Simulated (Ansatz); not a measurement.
# Calculations on SiH$_{2}$SCl$_{4}$

### Relaxation

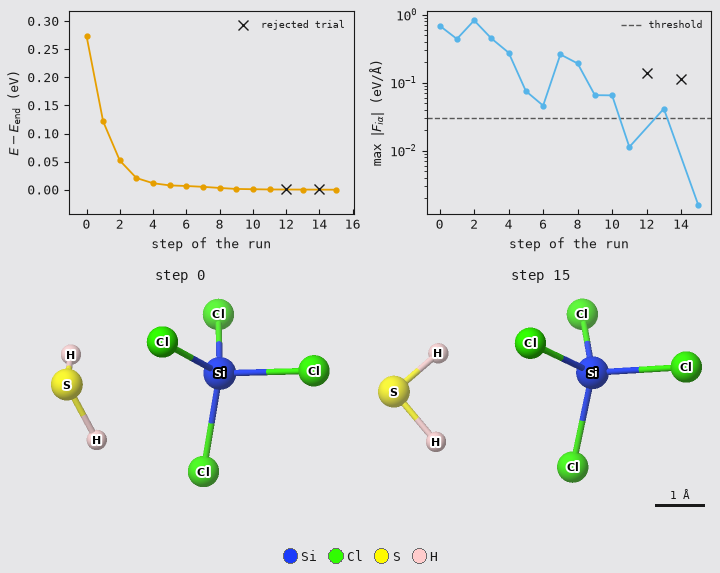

First and last geometry of a relaxation of SiH₂SCl₄, with the history of the run. Style: ball-and-stick. Shown at a tilt.

The run prepares an end point of a later path (reaction) calculation, from a guessed geometry.

These are results of Ansatz, RKS B3LYP/def2-SVP, not measurements. Settings: no spin polarisation; force threshold 0.03 eV/Å; at most 50 steps.

Question: What do the curves and the structures tell?

Answer: It converged. The atom that moves furthest after the best rigid fit is the S atom (0.86 Å). By element the largest moves are S 0.86 Å, H 0.43 Å, Si 0.28 Å, Cl 0.28 Å. Some distances before and after: Cl–Si 2.107 → 2.054 Å, H–S 1.378 → 1.352 Å, Cl–Si 2.062 → 2.049 Å. Bond angles that change, for instance: Cl–Si–Cl 104.7° → 109.0°, Cl–Si–Cl 114.2° → 110.0°, Cl–Si–Cl 106.3° → 109.7°. Over 13 accepted moves (15 points after the start) the energy falls by 0.274 eV. The largest force component goes from 0.69 to 0.0016 eV/Å. The line search rejected the trial steps at points 12, 14 of the run. The forces were under the threshold at step 11, but the run went on from there. The run took 34 s on 4 threads of Arm Neoverse V1, on a shared host, peak memory 0.34 GiB.

| step | E − E(0), eV | largest force component, eV/Å | note |
| --- | --- | --- | --- |
| 0 | 0.0000 | 0.6890 |  |
| 1 | -0.1524 | 0.4396 |  |
| 2 | -0.2219 | 0.8243 |  |
| 3 | -0.2531 | 0.4472 |  |
| 4 | -0.2623 | 0.2761 |  |
| 5 | -0.2662 | 0.0750 |  |
| 6 | -0.2673 | 0.0459 |  |
| 7 | -0.2688 | 0.2601 |  |
| 8 | -0.2708 | 0.1917 |  |
| 9 | -0.2725 | 0.0654 |  |
| 10 | -0.2730 | 0.0649 |  |
| 11 | -0.2735 | 0.0113 |  |
| 12 | -0.2732 | 0.1385 | rejected |
| 13 | -0.2737 | 0.0413 |  |
| 14 | -0.2732 | 0.1112 | rejected |
| 15 | -0.2739 | 0.0016 |  |

Limits of the set-up: the start holds two separate molecules, 2.6 Å apart at their closest, whose relative position is a soft coordinate and is computed without a dispersion correction.

### Relaxation

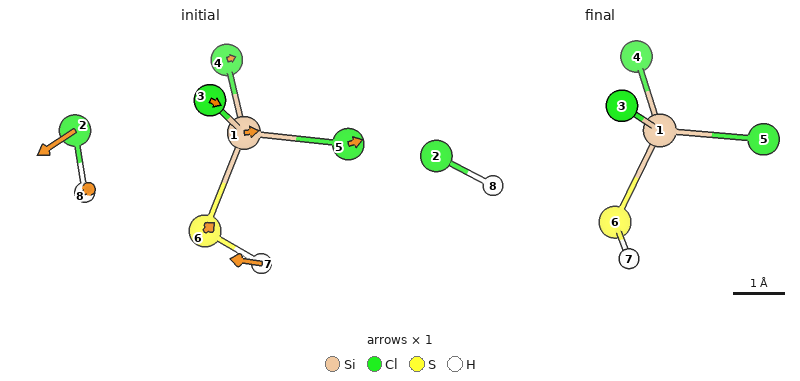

The structure of SiH2SCl4 before (left) and after (right) a relaxation, at one scale. The orange arrows give the displacements, at their true length.

Style: ball-and-stick. Shown at a tilt.

The run prepares an end point of a later path (reaction) calculation, from a guessed geometry.

These are results of Ansatz 0.2.0, RKS B3LYP/def2-SVP, not measurements.

Input
```yaml
crystal:
  periodic: [false, false, false]
  atoms:
    - { symbol: Si, position_ang: [-0.606448, -0.127624, -0.443299] }
    - { symbol: Cl, position_ang: [-0.192906, 1.300122, 2.552554] }
    - { symbol: Cl, position_ang: [1.162527, -0.926683, 0.244696] }
    - { symbol: Cl, position_ang: [-0.369301, 1.865869, -0.870195] }
    - { symbol: Cl, position_ang: [-1.021326, -1.09687, -2.228905] }
    - { symbol: S, position_ang: [-2.294177, -0.494017, 0.849226] }
    - { symbol: H, position_ang: [-2.695894, -1.565044, 0.124881] }
    - { symbol: H, position_ang: [-0.818875, 0.171448, 2.887343] }
basis:
  gaussian: { orbitals: def2-SVP }
hamiltonian:
  xc: b3lyp
relax:
  f_tol: 0.03
  max_steps: 50
```

Run as
```bash
ansatz run input.yaml --threads 4 --pin off --max-ram 5120MiB --backend cpu --events-out ev --progress --plain --runs-dir out
```

Describe what moved and what it gained.

Answer. The largest move after the best rigid fit is that of Cl2, 0.98 Å. By element the largest moves are Cl 0.98 Å, H 0.79 Å, S 0.34 Å, Si 0.32 Å. Some distances before and after: Cl2–H8 1.333 → 1.298 Å, Si1–Cl5 2.074 → 2.058 Å, Si1–S6 2.157 → 2.146 Å, Si1–Cl3 2.059 → 2.055 Å. Bond angles that change, for instance: Cl4–Si1–S6 112.3° → 105.8°, Cl5–Si1–S6 106.3° → 111.4°, Cl3–Si1–S6 114.0° → 111.5°. Groups turn about Si1–S6 by about 50°. After 15 accepted moves (18 points after the start) the energy has fallen by 21.6 kJ/mol. Largest force component: 0.95 eV/Å at the start, 0.0044 eV/Å at the end. The line search rejected the trial steps at points 6, 12, 14 of the run. The forces were under the threshold at step 11, but the run went on from there. The run took 43 s on 4 threads of Arm Neoverse V1, on a shared host, peak memory 0.34 GiB.

Limits of the set-up: the start holds two separate molecules, 2.6 Å apart at their closest, whose relative position is a soft coordinate and is computed without a dispersion correction.

### Path

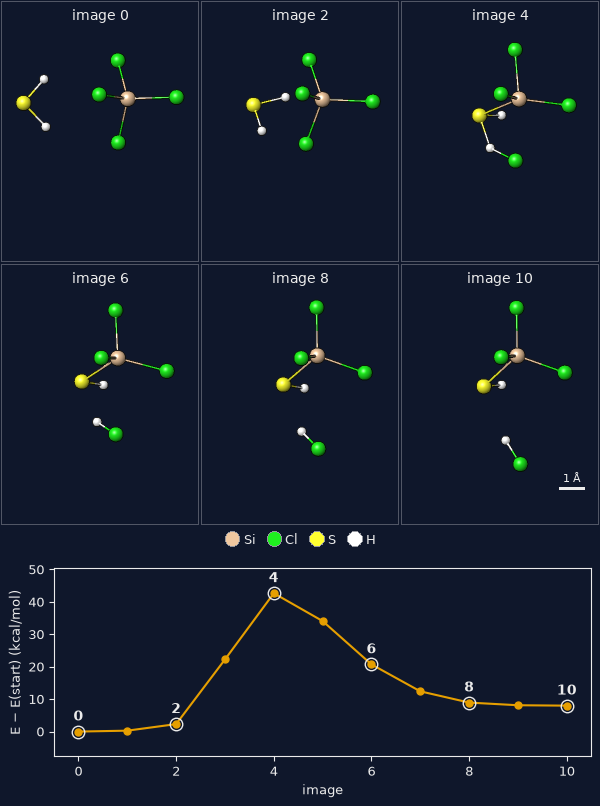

A nudged-elastic-band calculation for SiH2SCl4, made up at the start of SiCl4 and H$_{2}$S. Images are numbered from 0 (start) to 10 (end). The picture is a ball-and-stick view, seen at a tilt.

Theory: Ansatz 0.2.0, RKS B3LYP/def2-SVP. Set-up: 9 movable images; climbing image; force threshold 0.05 eV/Å; iteration limit 60; starting path through a guess of the saddle point.

> Read off the barrier and say what moves.

The energy climbs by 42.7 kcal/mol to image 4 and then falls by 34.7 kcal/mol, so the end point sits at +8.0 kcal/mol. Breaking: H–S (1.35 → 2.56 Å), Cl–Si (2.05 → 4.43 Å). Forming: Cl–H (3.12 → 1.30 Å), S–Si (4.49 → 2.15 Å). The band converged in 37 iterations. The largest component of the band force went from 5.7 to 0.041 eV/Å. The climbing image converged on the top of the path. Its vibrational analysis gives one imaginary mode (507i cm⁻¹), as a transition state must have.

Limits of the set-up: the start holds two separate molecules, 3.1 Å apart at their closest, whose relative position is a soft coordinate and is computed without a dispersion correction.

The run took 12 min on 4 threads of Arm Neoverse V1, with other jobs on the host, peak memory 0.38 GiB.
